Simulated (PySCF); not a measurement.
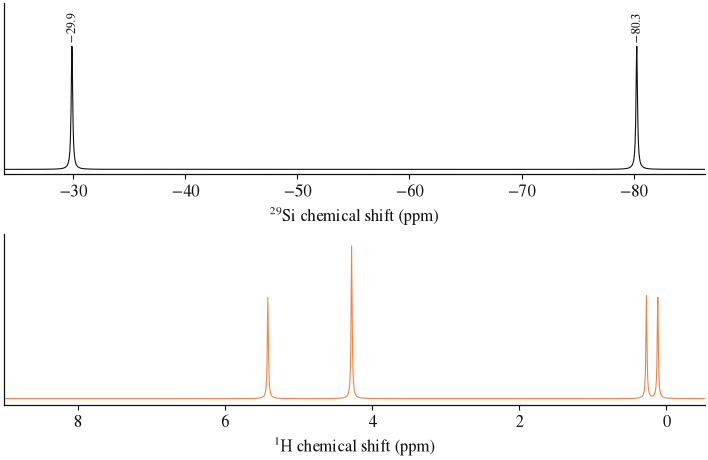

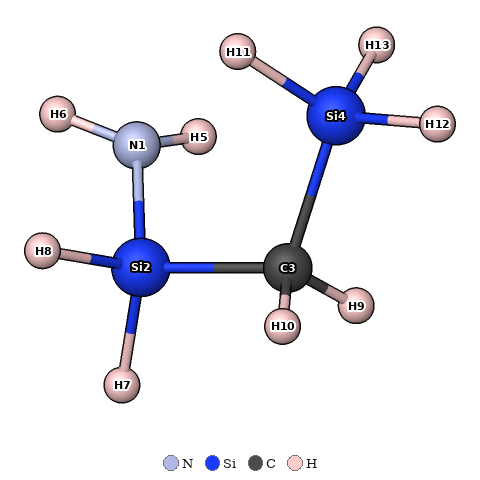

Spectrum and numbered structure of CH₉NSi₂, SMILES N[SiH2]C[SiH3]. GIAO shifts, LDA/pcSseg-2 in PySCF 2.14.0, at a PBE0-D3(BJ)/def2-SVP geometry (no frequency check), against TMS for ²⁹Si and TMS for ¹H computed at the same level. Gas phase, fully decoupled, line heights follow the number of nuclei, widths are arbitrary (no quadrupolar broadening); values of one conformer, averaged over nuclei that symmetry, rotation about single bonds or inversion at nitrogen exchange, these motions taken as fast; other conformers aren't averaged in. Protons on N, O or S are those of the isolated molecule, without hydrogen bonds to neighbours or exchange.

Assign the ²⁹Si signals to the numbered atoms.

Answer.
```csv
δ (ppm),nuclei,atoms
−29.9,1,Si2
−80.3,1,Si4
```

Assign the ¹H signals to the numbered atoms.

Answer.
| δ (ppm) | nuclei | atoms |
| --- | --- | --- |
| 5.42 | 2 | H7, H8 |
| 4.28 | 3 | H11, H12, H13 |
| 0.27 | 2 | H9, H10 |
| 0.12 | 2 | H5, H6 |
